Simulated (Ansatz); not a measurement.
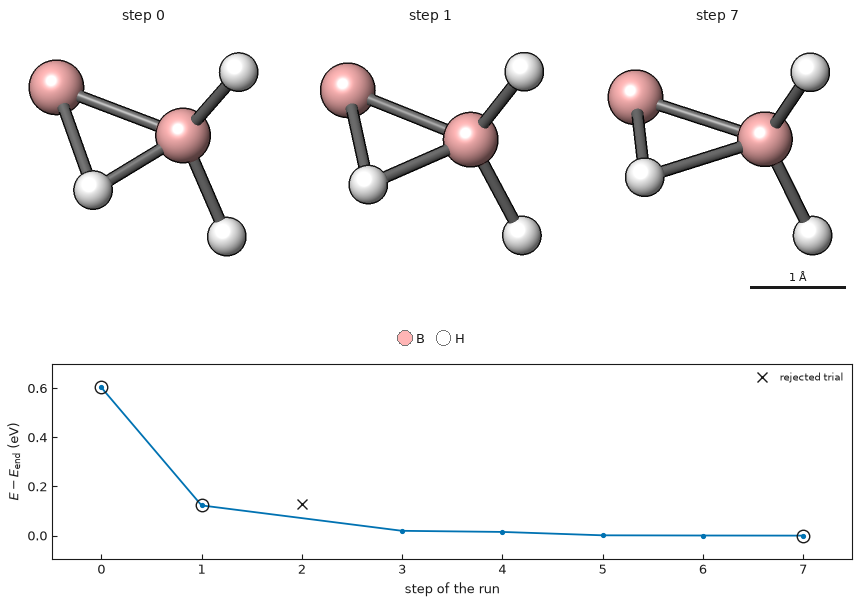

Frames of a relaxation of B₂H₃ (multiplicity 2), marked on the history of the run. A ball-and-stick model, seen at a tilt.

It is one of the separated reactants of a reaction.

The calculation used UKS PBE-D4/def2-SVP in Ansatz. Set-up: force threshold 0.03 eV/Å; at most 250 steps.

### Describe the path.

The atom that moves furthest after the best rigid fit is an H atom (0.31 Å). Largest moves by element: H 0.31 Å, B 0.12 Å. Some distances before and after: B–H 1.150 → 1.411 Å, B–H 1.487 → 1.404 Å, B–H 1.199 → 1.218 Å, B–B 1.562 → 1.569 Å. Bond angles that change, for instance: H–B–H 86.6° → 105.0°, H–B–H 120.0° → 105.9°, B–B–H 44.2° → 56.3°. Over 6 accepted moves (7 points after the start) the energy falls by 0.603 eV. Largest force component: 3 eV/Å at the start, 0.028 eV/Å at the end. The line search rejected the trial step at point 2 of the run. From step 0 to 1: an H atom moves most (0.19 Å), energy −0.480 eV. From step 1 to 7: an H atom moves most (0.13 Å), energy −0.123 eV.

```json
{"step": "0", "E − E(0), eV": "0.0000", "largest force component, eV/Å": "2.9558", "note": ""}
{"step": "1", "E − E(0), eV": "-0.4802", "largest force component, eV/Å": "1.3303", "note": ""}
{"step": "2", "E − E(0), eV": "-0.4725", "largest force component, eV/Å": "0.8213", "note": "rejected"}
{"step": "3", "E − E(0), eV": "-0.5836", "largest force component, eV/Å": "0.3351", "note": ""}
{"step": "4", "E − E(0), eV": "-0.5882", "largest force component, eV/Å": "0.2306", "note": ""}
{"step": "5", "E − E(0), eV": "-0.6019", "largest force component, eV/Å": "0.0819", "note": ""}
{"step": "6", "E − E(0), eV": "-0.6027", "largest force component, eV/Å": "0.1452", "note": ""}
{"step": "7", "E − E(0), eV": "-0.6032", "largest force component, eV/Å": "0.0284", "note": ""}
```
